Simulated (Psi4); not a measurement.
Two rigid molecules brought together: H4GeO4 ··· H2 (SMILES [OH][Ge]([OH])([OH])[OH] and [H][H]). Monomers: optimised at B3LYP-D3(BJ) (def2-TZVP), held rigid. Orientation: lowest of the rigid-body minima from ten starts at GFN2-xTB. The monomers approach along the line of their centres of mass (distance R); nothing else relaxes.

Calculation: SAPT0/jun-cc-pVDZ, frozen core (Psi4).

Components in kJ/mol:

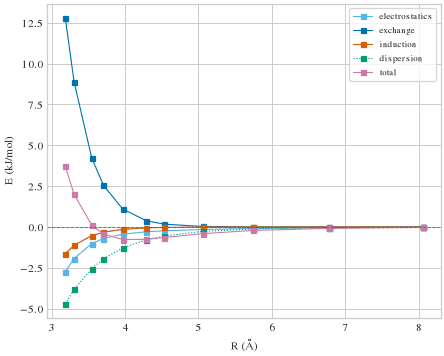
Figure. Components of the interaction energy.

```csv
R / Å,electrostatics,exchange,induction,dispersion,total
3.19,-2.74,12.81,-1.64,-4.71,3.72
3.31,-1.94,8.89,-1.13,-3.83,1.99
3.55,-1.02,4.23,-0.53,-2.55,0.12
3.71,-0.71,2.55,-0.32,-1.96,-0.44
3.97,-0.44,1.11,-0.15,-1.29,-0.77
4.29,-0.30,0.39,-0.06,-0.79,-0.76
4.53,-0.24,0.17,-0.03,-0.56,-0.65
5.06,-0.16,0.03,-0.01,-0.27,-0.41
5.74,-0.09,0.00,0.00,-0.12,-0.22
6.78,-0.04,0.00,0.00,-0.04,-0.09
8.06,-0.02,0.00,0.00,-0.02,-0.03
```
